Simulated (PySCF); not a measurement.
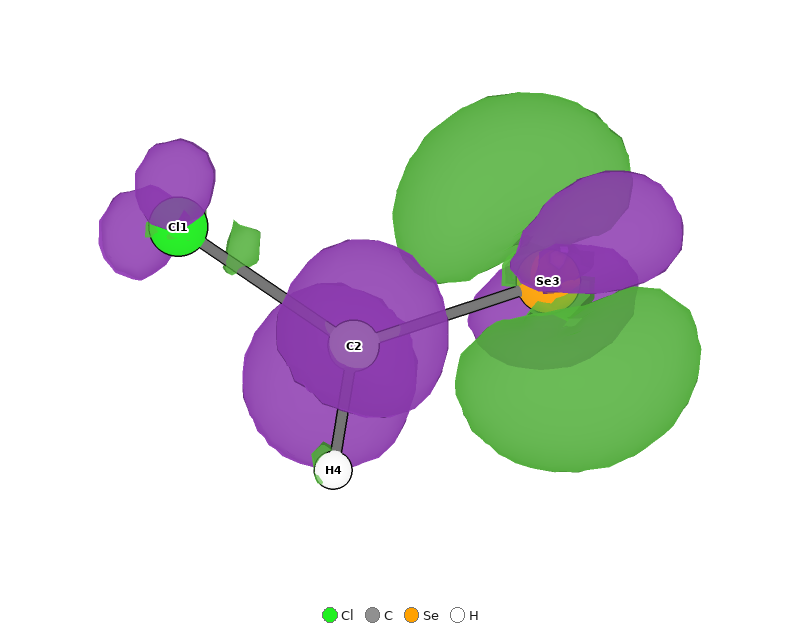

Figure. CHClSe, SMILES `ClC=[Se]`. Unrelaxed difference density of S₁ less the ground state (TDA singlet states), ±0.04 e/Å³; purple: gain, green: loss.

Method: B3LYP/aug-cc-pVDZ; geometry: GFN2-xTB; program: PySCF. No frequency check shows the geometry to be a minimum. GFN2-xTB bond lengths at metals and heavier atoms can be off by up to 0.1 Å and shapes distorted, which carries into these values.

Geometry (Å), atoms numbered from 1:

```
Cl1      1.9655   -0.1780    0.0000
C2       0.4929    0.6603    0.0000
Se3     -1.0881   -0.0786    0.0000
H4       0.6246    1.7366    0.0000
```

**How does the charge move on excitation?**

0.75 e is displaced in all, of which about 0.4 e passes between atoms: Se3 (0.41 e) loses electrons and C2 (0.31 e) and Cl1 (0.08 e) gain them. The state: 2.19 eV (566 nm), f = 0.000 (dark), n → π*; the leading pair carries 100 %; hole on Se3 (86 %), C2 (6 %) and Cl1 (6 %), electron on Se3 (45 %), C2 (38 %) and Cl1 (13 %); their centroids lie 0.8 Å apart.

The PySCF run took 82 s on 1 thread of Arm Neoverse V2, with other jobs on the host, peak memory 0.47 GiB.
